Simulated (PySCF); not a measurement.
SMILES [CH2][Si]C, doublet at its B3LYP/def2-SVP optimised geometry (Å):

```
8

C     -1.0733     0.4782     0.0000
Si    -0.1319    -0.9579     0.0000
C      1.7686    -0.9579     0.0000
H     -2.1666     0.4766     0.0004
H     -0.5955     1.4669    -0.0008
H      2.1109     0.0910    -0.0016
H      2.1666    -1.4642     0.8930
H      2.1666    -1.4669    -0.8914
```

Calculation: unrestricted B3LYP/def2-TZVP in PySCF.

Map of the HOMO amplitude (α) (bohr^(-3/2)) on the plane z = 1.2 Å; orbital energy -6.02 eV, overall sign arbitrary:

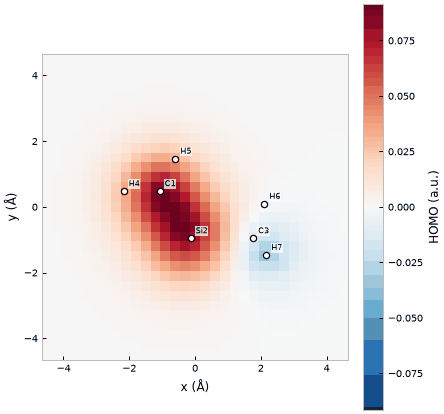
Figure: HOMO amplitude (α) (bohr^(-3/2)) on the plane z = 1.2 Å.
